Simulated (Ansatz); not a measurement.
**AlH$_{2}$N···H$_{2}$O: density, localisation and related maps**

```xyz
7

Al   -1.0954   -0.7374    0.7750
H     1.5218    0.0764    1.1524
O     1.6724    0.1734    0.1913
H     2.1787   -0.6054   -0.0401
N    -1.5519   -0.1122   -0.8398
H    -2.4699   -0.1050   -1.2670
H    -0.8952    0.3583   -1.4542
```

Not at a stationary point (largest force 1.1 eV/Å).

All numbers below come from Ansatz, RKS BHLYP-D4/def2-SVP.

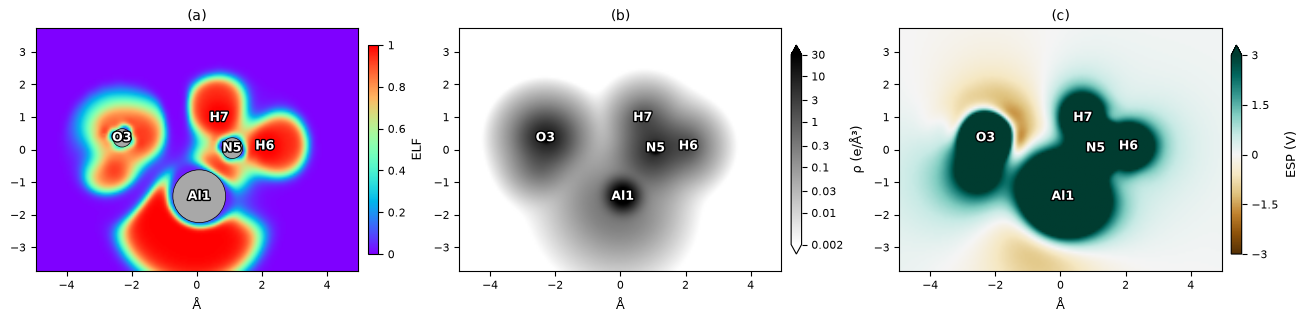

Figure 1. (a) electron localisation function; (b) total electron density; (c) electrostatic potential on the plane of atoms Al1, N5 and H6. Grey discs cover the atomic cores in the ELF map.

**What do the fields say about this system?**

- Atoms in the plane: Al, O, N and H.
- Al1···O3 (2.97 Å): the density falls to about 0.08 e/Å³ on the way; the ELF is about 0.10 at the midpoint.
- Al–N (1.79 Å): the density is about 0.81 e/Å³ at the midpoint; the ELF peaks at about 0.90 in the valence shell of N, 0.7 Å from its nucleus, and is about 0.60 at the midpoint.
- N–H (1.01 Å): ρ at the midpoint is about 2.7 e/Å³; the ELF climbs to about 1 towards the hydrogen, as it does in any bond to H (an ordinary covalent bond to hydrogen).
- The ELF also peaks beside Al1, away from the bonds: lone-pair regions.
- Outside the dense part of the complex the potential is most negative (−1.6 V) near O3.

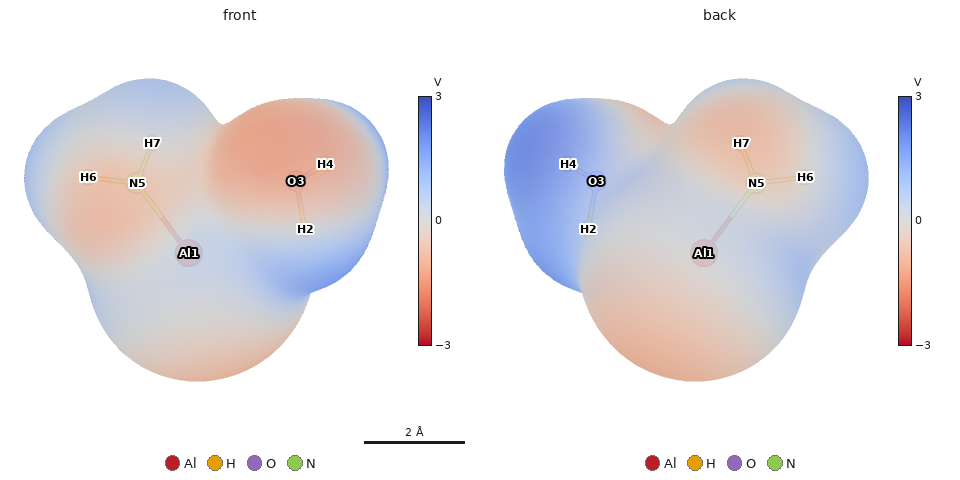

Figure 2. The electrostatic potential painted on the density surface at 0.001 e/bohr³, seen from the front and from behind; the colour scale runs from red (negative) to blue (positive).

**Describe the electrostatic potential map.**

The most negative region (about −1.3 V) lies over O3, the most positive (about +2.0 V) over H4. O3 is the likeliest acceptor of a hydrogen bond.

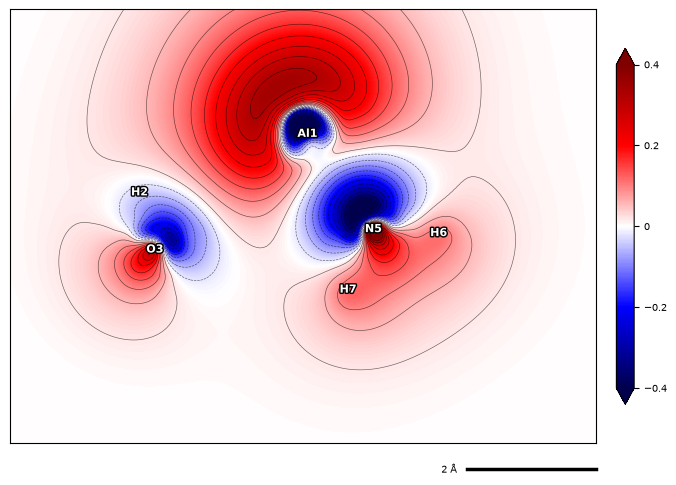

Figure 3. The HOMO on the plane of atoms Al1, N5 and H7 (values in Å⁻³ᐟ²; the overall sign is arbitrary).

**Where does this orbital lie, and at what energy?**

It lies mainly on Al1 (about 85 %) and N5 (about 10 %). Its energy is −6.58 eV.
